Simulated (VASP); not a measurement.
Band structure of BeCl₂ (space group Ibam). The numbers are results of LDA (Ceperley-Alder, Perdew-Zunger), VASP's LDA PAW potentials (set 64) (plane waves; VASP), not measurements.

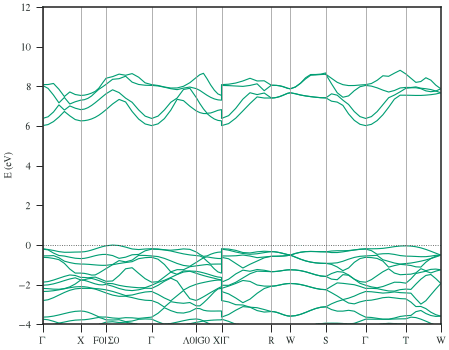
Figure. Bands along high-symmetry lines, zero at the valence-band maximum or, without a gap, the Fermi level

Q: Read the plot: is there a gap, and where are the band edges?

A: The gap is indirect, 6.02 eV, from the valence maximum at Σ0-Γ at 0.14 to the conduction minimum at Γ. (Edges off the drawn lines would not show.)

The structure comes from a computed database's BeCl2 entry (Ibam), a phase known from measurement. It was relaxed first, which changed the volume by -13 %.
